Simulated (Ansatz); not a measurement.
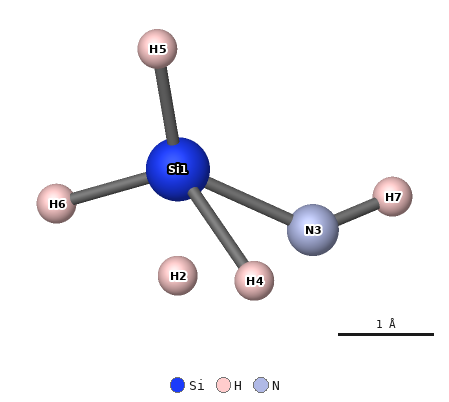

The input geometry (ball-and-stick view, seen at a tilt; atoms are numbered from 1 in the order of the input).

## SiNH₅: frequency calculation

SiNH₅, computed with RHF/def2-TZVP (Ansatz 0.2.0).

It belongs to a series of runs on one base structure; here: vibrations at the highest image of the band. Figures and captions count atoms from 1; the log counts them from 0 in places.

### Output
```
Engine: ansatz 0.2.0, x86_64-unknown-linux-gnu
Functional definition: HF
  exchange = exact_x
  correlation = 0
710 factors; their error is unknown
mean field evaluation 1: about -9415.8197 eV, gradient 4.4e1 eV
mean field evaluation 2: about -9417.8315 eV, gradient 3.3e1 eV
mean field evaluation 4: about -9420.1942 eV, gradient 3.6e-1 eV
mean field evaluation 8: about -9420.3670 eV, gradient 4.3e-5 eV
mean field -9420.36702273 eV, -346.1921027311 hartree, gradient 1.1e-5 eV, S^2 0.000000; 0 other end points of the search recorded, 0 dependent functions left out
the calculation of the forces begins
reference -9420.36702273 eV, -346.1921027311 hartree; 13, 13 occupied and 85, 85 virtual orbitals, 710 factors
these checks for a lower state are left out or cut short: stability, starts, cluster_reference, orbital_swaps, neighbouring_geometries, increment
710 factors; their error is unknown
mean field evaluation 16: about -9420.3669 eV, gradient 1.1e-4 eV
mean field -9420.36688096 eV, -346.1920975211 hartree, gradient 2.1e-6 eV, S^2 0.000000; 0 other end points of the search recorded, 0 dependent functions left out
[... from here on the field's lines of each further geometry are left out, up to the last ...]
the calculation of the forces begins
reference -9420.36695516 eV, -346.1921002481 hartree; 13, 13 occupied and 85, 85 virtual orbitals, 710 factors
these checks for a lower state are left out or cut short: stability, starts, cluster_reference, orbital_swaps, neighbouring_geometries, increment
710 factors; their error is unknown
mean field -9420.36695913 eV, -346.1921003938 hartree, gradient 2.1e-6 eV, S^2 0.000000; 0 other end points of the search recorded, 0 dependent functions left out
the calculation of the forces begins
reference -9420.36695913 eV, -346.1921003938 hartree; 13, 13 occupied and 85, 85 virtual orbitals, 710 factors
WARN: phonons: modes at or below zero, which the zero-point energy, F, S and C_V leave out: 1, the lowest at -1671.56 cm⁻¹. A minimum has none, and a first-order saddle one
Total energy: -9420.36702273 eV, -346.1921027311 hartree
Atom 0 at    -0.524091    -0.189729    -0.090705 Å, force     0.005211    -0.001836    -0.004641 eV/Å
Atom 1 at     0.459248    -0.469275     1.324817 Å, force     0.001439    -0.000095     0.001352 eV/Å
Atom 2 at     0.794445     0.452587    -0.745421 Å, force    -0.019381     0.010672     0.001093 eV/Å
Atom 3 at     0.944392     0.013396     0.711083 Å, force     0.001689    -0.001882     0.001771 eV/Å
Atom 4 at    -1.645040     0.552590     0.520490 Å, force     0.000444    -0.000331     0.000787 eV/Å
Atom 5 at    -0.997120    -1.561148    -0.350395 Å, force     0.000349     0.000122     0.000407 eV/Å
Atom 6 at     0.968166     1.201777    -1.369869 Å, force     0.010249    -0.006650    -0.000768 eV/Å
Dipole moment:    -0.336706     0.003801     0.178192 e Å
Vibrations: -1671.56 235.70 560.36 625.13 769.98 864.84 1031.48 1092.19 1189.57 1219.39 2040.78 2193.73 2300.07 2326.86 3886.96 cm⁻¹, zero-point energy 1.260735 eV
```

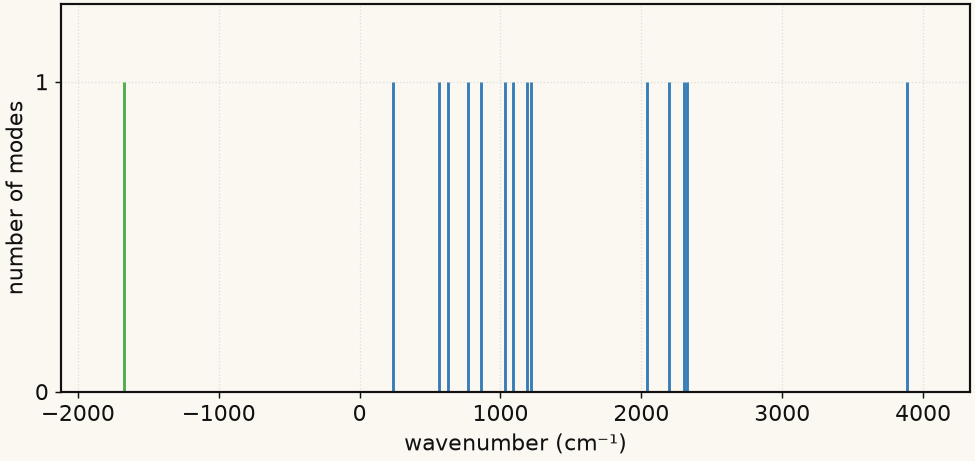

Harmonic vibrational wavenumbers from the force constants; neighbouring modes closer than 25 cm⁻¹ are counted in one stick, and imaginary ones are drawn at negative wavenumbers. 15 modes from 1672i to 3887 cm⁻¹, 1 imaginary beyond 8i (1672i cm⁻¹): a first-order saddle point, if the geometry is stationary.

This output came from the following input.

### Input file
```yaml
crystal:
  periodic: [false, false, false]
  atoms:
    - { symbol: Si, position_ang: [-0.524091, -0.189729, -0.090705] }
    - { symbol: H, position_ang: [0.459248, -0.469275, 1.324817] }
    - { symbol: "N", position_ang: [0.794445, 0.452587, -0.745421] }
    - { symbol: H, position_ang: [0.944392, 0.013396, 0.711083] }
    - { symbol: H, position_ang: [-1.64504, 0.55259, 0.52049] }
    - { symbol: H, position_ang: [-0.99712, -1.561148, -0.350395] }
    - { symbol: H, position_ang: [0.968166, 1.201777, -1.369869] }
basis:
  gaussian: { orbitals: def2-TZVP }
hamiltonian:
  xc: hf
phonons: {}
```

Run as:
```bash
ansatz run input.yaml --threads 2 --pin off --max-ram 3072MiB --backend cpu --events-out ev --progress --plain --runs-dir out
```

### Summary

- outcome: converged
- total energy: −9420.3670 eV
- mean-field energy: −9420.3670 eV
- largest force (length of the vector): 0.022 eV/Å
- hardware: 2 threads of Intel Xeon (Granite Rapids), 16 GiB of memory available, shared host
- wall time: 14 s (CPU time 25 s)
- peak memory: 0.16 GiB
